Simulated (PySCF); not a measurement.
C6H10F2OSi

Input

```
{"job": {"kind": "nmr", "xc": "PBE0", "basis": "pcSseg-1"}, "charge": 0, "multiplicity": 1}
F      3.434674    -1.782021    -0.344422
C      3.462009    -0.425169    -0.429494
F      4.698477    -0.061788     0.005622
C      2.374026     0.196842     0.395441
Si     0.702098    -0.530052    -0.119592
O     -0.322050     0.432337     0.691611
C     -1.672591     0.418458     0.703724
C     -2.653986    -0.702968     0.789343
C     -2.730994     0.285990    -0.338218
C     -2.651408     1.526611     0.507425
H      3.405449    -0.169291    -1.497278
H      2.415393     1.276146     0.260713
H      2.580877    -0.011606     1.444942
H      0.575485    -1.930881     0.277756
H      0.505520    -0.415082    -1.569924
H     -3.414510    -0.684661     1.562675
H     -2.285109    -1.694222     0.558173
H     -2.730643     0.150405    -1.396350
H     -2.288222     2.430477     0.035457
H     -3.409643     1.701154     1.263345
```

Run with:

```sh
OMP_NUM_THREADS=1 python probes_run.py task.json out
```

Geometry: GFN2-xTB.

Level of theory: PBE0/pcSseg-1, SCF density, gas phase, non-relativistic in PySCF 2.14.0.

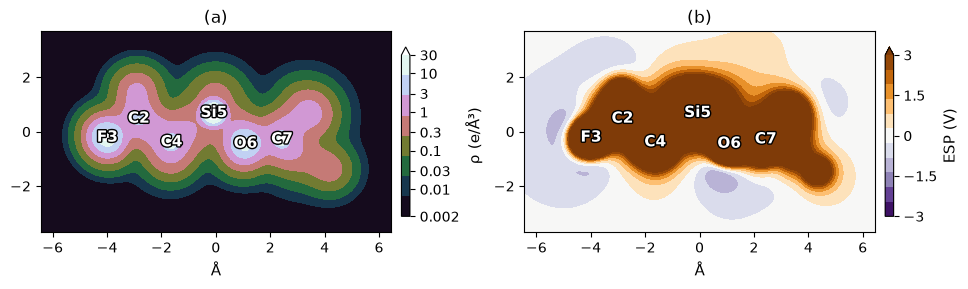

Figure 1. (a) electron density; (b) molecular electrostatic potential on the plane of atoms C4, Si5 and O6.

What do the fields say about this system?

Answer.
- The plane passes through C, F, Si and O nuclei.
- C–O (1.35 Å): ρ is about 2.3 e/Å³ halfway, with its minimum of 1.9 e/Å³ about 0.5 Å from C.
- C–F (1.36 Å): ρ at the midpoint is about 2.2 e/Å³, with its minimum of 1.8 e/Å³ about 0.5 Å from C.
- C–C (1.50 Å): ρ is about 1.8 e/Å³ halfway.
- Si–O (1.62 Å): ρ at the midpoint is about 1.2 e/Å³.
- C–Si (1.89 Å): ρ is about 0.94 e/Å³ halfway.
- Outside the dense part of the molecule the potential is most negative (−1.3 V) near O6.

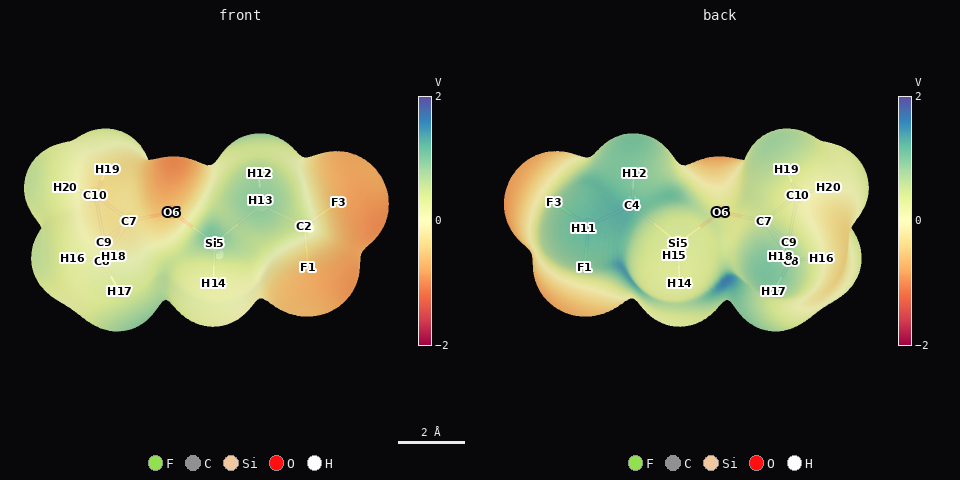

Figure 2. The electrostatic potential painted on the density surface at 0.002 e/bohr³, seen from the front and from behind; red is negative and blue positive.

Where is the surface potential most negative and most positive?

Answer. The most negative region (about −1.0 V) lies over F3 and O6, the most positive (about +1.5 V) over Si5.

What dipole moment does the calculation give?

Answer. Its dipole moment is 2.14 D.
